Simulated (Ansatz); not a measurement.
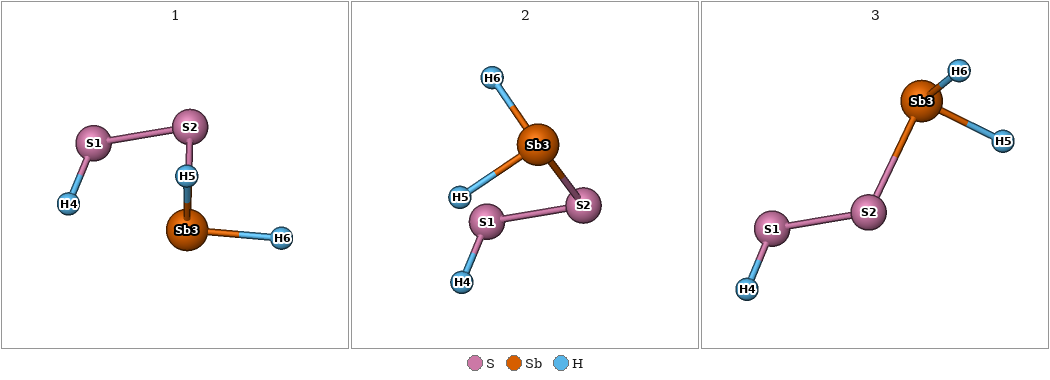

H₃S₂Sb, SMILES S[S][SbH2]. First axis: dihedral H4–S1–S2–Sb3. Second axis: dihedral S1–S2–Sb3–H5. Nothing is relaxed (all other coordinates rigid). The grid has 18 × 18 points. All energies are given in eV relative to the lowest grid point. Theory: RHF/def2-TZVP (Ansatz 0.2.0).

The numbered pictures are structures from this grid.

**Which is the most stable, and how do the others follow?**

2, at dihedral H4–S1–S2–Sb3 = −80°, dihedral S1–S2–Sb3–H5 = 40°: 0.027 eV; 3, at dihedral H4–S1–S2–Sb3 = −180°, dihedral S1–S2–Sb3–H5 = −120°: 0.249 eV; 1, at dihedral H4–S1–S2–Sb3 = 0°, dihedral S1–S2–Sb3–H5 = −120°: 0.315 eV.

The map, with the structures marked:

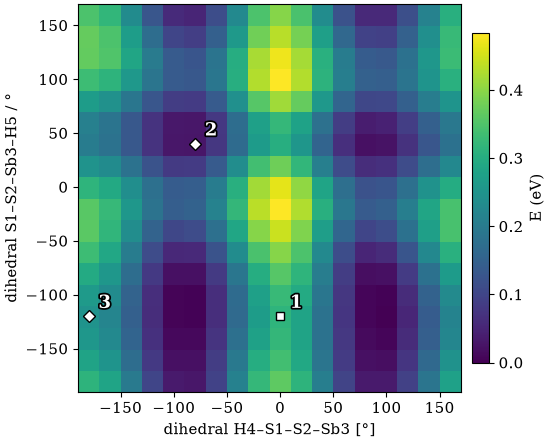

In the figure: one coloured cell a grid point.
